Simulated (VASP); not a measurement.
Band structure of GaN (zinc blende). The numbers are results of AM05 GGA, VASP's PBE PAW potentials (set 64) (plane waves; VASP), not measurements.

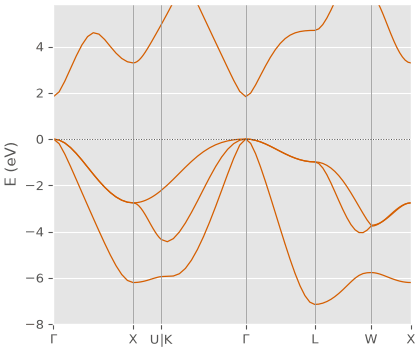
*Bands along high-symmetry lines, zero at the valence-band maximum or, without a gap, the Fermi level*

**Question.** Read the plot: is there a gap, and where are the band edges?

**Answer.** The gap is direct, 1.83 eV, from the valence maximum at Γ to the conduction minimum at Γ. (Edges off the drawn lines would not show.)

The compound is GaN in the zinc blende structure, a metastable form; wurtzite is the usual one. It was relaxed first.
